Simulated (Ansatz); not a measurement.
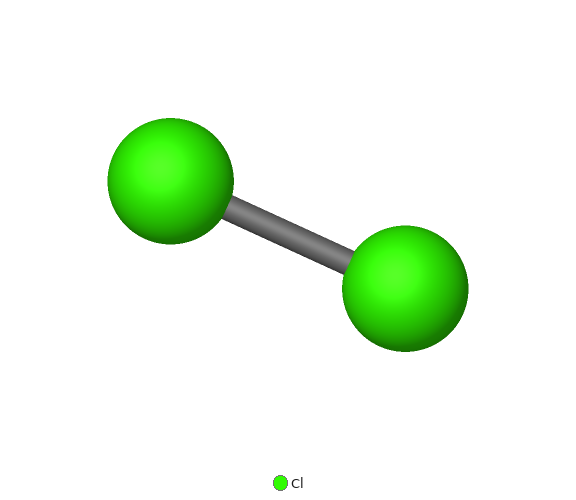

The geometry was computed by an optimisation with PBE0-D4/def2-TZVP. No frequency run is at hand to confirm it as a minimum. Method: RHF-CCSD(T), frozen core/def2-TZVPPD (Ansatz 0.2.0).

What does the calculation give?

The species is Cl2.
- T1 diagnostic: 0.009
